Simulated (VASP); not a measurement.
Band structure of AuZn (CsCl type). These are PBE GGA with D3 dispersion (zero damping), VASP's PBE PAW potentials (set 64) (plane waves; VASP) values and carry that method's errors.

Unless said otherwise, spin-orbit coupling is left out, though it shifts the bands of the heavy elements here.

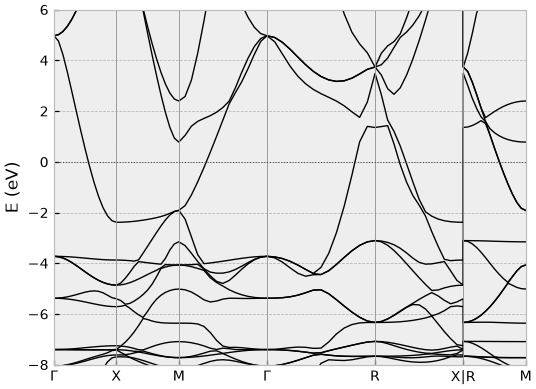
*Bands along high-symmetry lines, zero at the valence-band maximum or, without a gap, the Fermi level*

Task: Read the plot: is there a gap, and where are the band edges?

Result: It has no gap at this level: it comes out as a metal or semimetal. (Edges off the drawn lines would not show.)

The compound is AuZn in the CsCl type structure. It was relaxed first. The electron count is odd and the run is not spin-polarised, which forces a metal.
